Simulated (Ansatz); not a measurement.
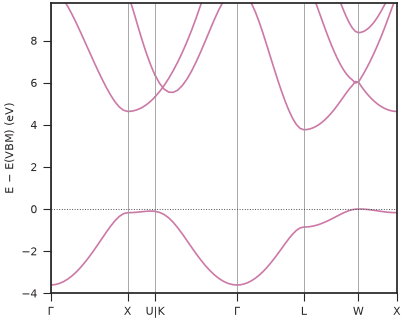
Figure: Band structure from plane-wave PAW PBE (Ansatz code)

Read off the gap and where the band edges lie.

About 3.8 eV (3.76 eV by a search for the band edges); maximum at W, minimum at L.

The material is NaH (rock salt, space group No. 225).

Space group Fm-3m (rock salt). Symmetry was held in the PBE relaxation.

Potentials: the later of the program's two PAW sets.
